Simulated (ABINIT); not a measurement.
Band structure of LuN (Fm-3m, 2 atoms in the cell).

```
LuN
1.0
    0.00000     2.39079     2.39079
    2.39079     0.00000     2.39079
    2.39079     2.39079     0.00000
Lu N
1 1
Direct
  0.00000   0.00000   0.00000
  0.50000   0.50000   0.50000
```

Level of theory: LDA (PW92), PAW (JTH v2.0 LDA PAW) (plane waves; ABINIT).

Settings: pseudos = [Lu.LDA_PW-JTH.xml, N.LDA_PW-JTH.xml]; ecut = 26 Ha; pawecutdg = 52 Ha; pawxcdev = 0; ixc = 7; occopt = 3; tsmear = 0.00183747 Ha; ngkpt = 8 8 8; nshiftk = 1; shiftk = 0 0 0; potentials = JTH v2.0 LDA PAW; kptopt = 1; nstep = 60.

The starting cell comes from a database of computed structures (which also holds hypothetical and non-ambient phases and stackings), without a prior relaxation at this level. Its lattice was rescaled by a random factor within 2.5 % of one. Spin-orbit coupling is off. The run gives no clean gap (levels at the Fermi energy touch, overlap or are partly filled at this smearing), which alone does not show that the compound is a metal.

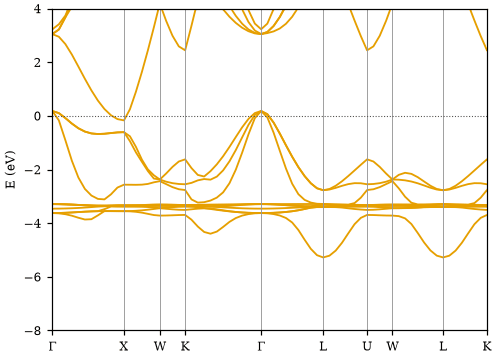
*Bands along the path, energies from the Fermi level.*

Levels in eV from the Fermi level, bands 12 to 19:
```
point     12     13     14     15     16    17    18    19
-----  -----  -----  -----  -----  -----  ----  ----  ----
Γ      -3.29   0.18   0.18   0.18   3.05  3.05  3.05  3.23
X      -3.33  -2.56  -0.61  -0.61  -0.17  7.27  7.33  8.52
W      -3.30  -2.43  -2.37  -2.37   4.19  4.19  7.95  8.54
K      -3.33  -2.76  -2.55  -1.62   2.44  6.61  7.57  8.32
L      -3.29  -3.28  -2.77  -2.77   5.78  6.67  6.69  6.69
U      -3.33  -2.76  -2.55  -1.62   2.44  6.61  7.57  8.32
```

Bands cross the Fermi level along this path, so the cell is metallic at this level.
